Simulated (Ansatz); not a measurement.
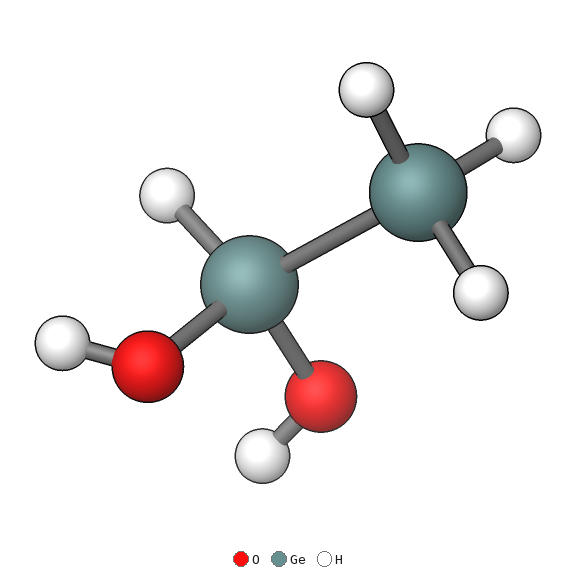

The computed structure is the end point of a PBE0-D4/def2-TZVP optimisation. No frequency run is at hand to confirm it as a minimum.

Give the structural formula.

SMILES: [OH][GeH]([OH])[GeH3]

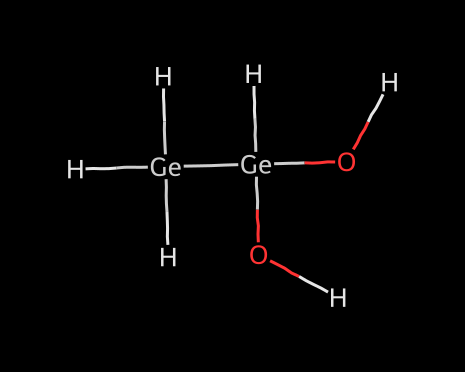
